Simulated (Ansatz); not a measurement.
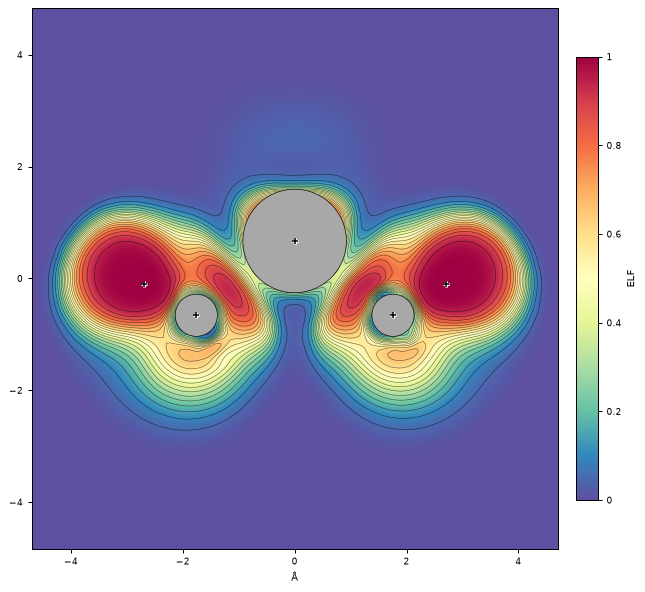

The electron localisation function on a plane through atoms (crosses mark nuclei in the plane; grey discs cover the cores).

Method: RKS PBE0-D4/def2-TZVPP (Ansatz 0.2.0).

Candidates:
A. C$_{3}$H$_{9}$ClHf (SMILES [CH3][Hf]([CH3])([CH3])[Cl])
B. C$_{3}$H$_{10}$GeO (SMILES [CH3][Ge]([CH3])([CH3])[OH])
C. Cl$_{3}$F$_{3}$W (SMILES [F][W]([F])([F])([Cl])([Cl])[Cl])

Which candidate gave the map?

Answer. Candidate A: C$_{3}$H$_{9}$ClHf on the plane of atoms C3, Hf2 and C4, which holds Hf, C and H. C–Hf (2.20 Å): the ELF peaks at about 0.95 in the valence shell of C, 0.7 Å from its nucleus, and is about 0.50 at the midpoint. C–H (1.10 Å): the ELF climbs to about 1 towards the hydrogen, as it does in any bond to H (a covalent bond by its length).
